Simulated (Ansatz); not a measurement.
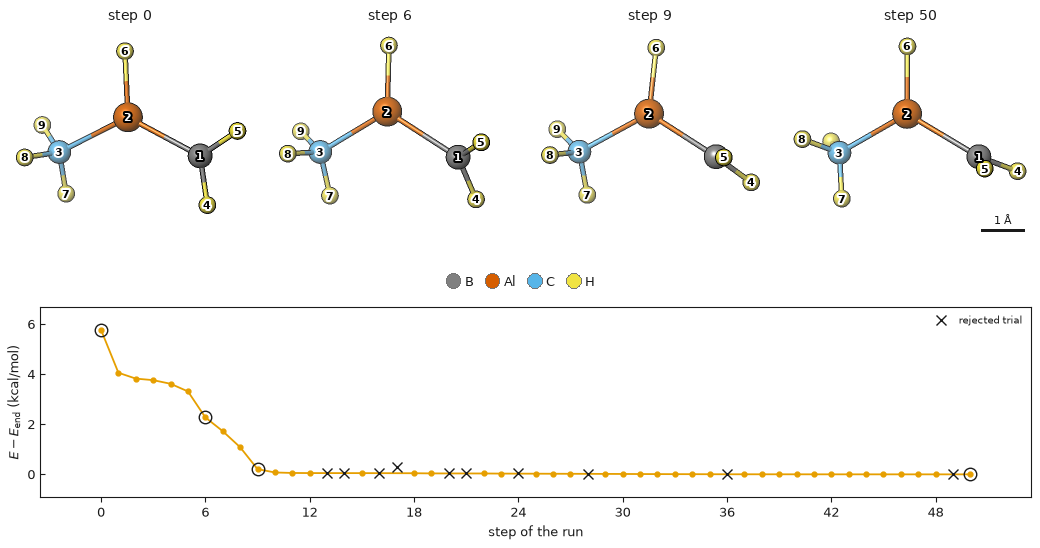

Frames of a relaxation of CH₆AlB, marked on the history of the run. Style: ball-and-stick. Shown at a tilt.

Computed with RKS PBE0-D4/def2-TZVP in Ansatz. Set-up: force threshold 0.005 eV/Å; at most 200 steps.

Q: Describe the path.

A: After 40 accepted moves (50 points after the start) the energy has fallen by 5.77 kcal/mol. The largest force component goes from 0.8 to 0.0013 eV/Å. The line search rejected the trial steps at points 13, 14, 16, 17, 20, 21, 24, 28 and more of the run. The forces were under the threshold at step 18, but the run went on from there. The largest moves after the best rigid fit, 1.31 Å, are those of H4 and H5. By element the largest moves are H 1.31 Å, Al 0.11 Å, B 0.10 Å, C 0.09 Å. Near-neighbour distances that change, for instance: Al2–C3 1.993 → 1.960 Å, Al2–H6 1.570 → 1.599 Å, B1–Al2 2.090 → 2.119 Å, B1–H4 1.181 → 1.201 Å. Among the angles between lasting bonds that change: B1–Al2–C3 129.6° → 123.2°, C3–Al2–H6 112.3° → 117.7°, Al2–C3–H8 113.3° → 110.2°. Groups turn about B1–Al2 by about 85°, Al2–C3 by about 25°. From step 0 to 6: H5 moves most (0.67 Å), energy −3.50 kcal/mol. From step 6 to 9: H atoms move most (0.54 Å), energy −2.06 kcal/mol. From step 9 to 50: H8 moves most (0.53 Å), energy −0.21 kcal/mol.

```
step  E − E(0), kcal/mol  largest force component, eV/Å      note
   0                0.00                         0.8028          
   1               -1.71                         0.3597          
   2               -1.95                         0.0569          
   3               -2.01                         0.0604          
   4               -2.15                         0.4031          
   5               -2.46                         0.5454          
   6               -3.50                         0.3783          
   7               -4.05                         0.5194          
   8               -4.69                         0.5388          
   9               -5.56                         0.2097          
  10               -5.70                         0.0377          
  12               -5.72                         0.0077          
  14               -5.72                         0.0599  rejected
  16               -5.72                         0.1169  rejected
  18               -5.73                         0.0032          
  21               -5.72                         0.0816  rejected
  23               -5.74                         0.0124          
  25               -5.74                         0.0196          
  27               -5.75                         0.0547          
  29               -5.75                         0.0440          
  31               -5.76                         0.0623          
  33               -5.76                         0.0137          
  35               -5.77                         0.0152          
  37               -5.77                         0.0157          
  39               -5.77                         0.0227          
  42               -5.77                         0.0065          
  44               -5.77                         0.0095          
  46               -5.77                         0.0054          
  48               -5.77                         0.0049          
  50               -5.77                         0.0013
```
